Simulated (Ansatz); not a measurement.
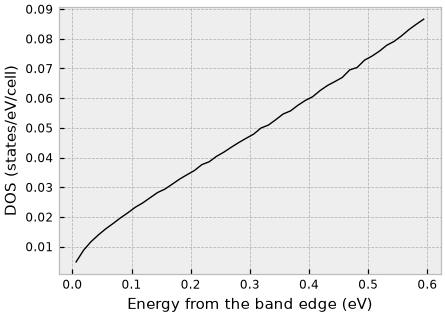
Figure. Density of states of ZnSnO3 (R3c) above the conduction band minimum, PBEsol, rigid bands run with Ansatz (an electronic-structure program); cell volume 112.7 Å³.

Question: What effective density of states at 300 K does this give (∫ g(E) exp(−E/k_BT) dE, both spins, divided by the cell's size)?

Answer: 2.2e18 cm⁻³, a density-of-states mass of 0.195 mₑ, valleys and band degeneracy included.

Spin-orbit coupling is left out. Geometry: cell and atoms relaxed with PBEsol.

Computed structure with no diffraction record at hand here (it may be known, metastable or hypothetical): ZnSnO3 (R3c).
